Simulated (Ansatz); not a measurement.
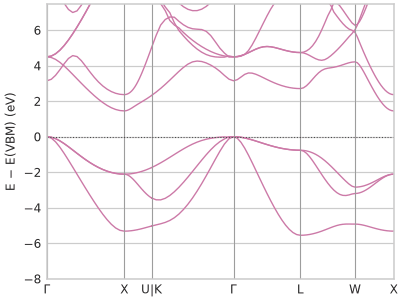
Figure: Band structure from plane-wave PAW PBEsol (Ansatz code)

### Question
Read off the gap and where the band edges lie.

### Answer
About 1.5 eV (1.45 eV by a search for the band edges); maximum at Γ, minimum at X.

The material is AlP (zinc blende, space group No. 216).

Space group F-43m (zinc blende). The PBEsol relaxation kept the symmetry of its start.

Potentials: the later of the program's two PAW sets.
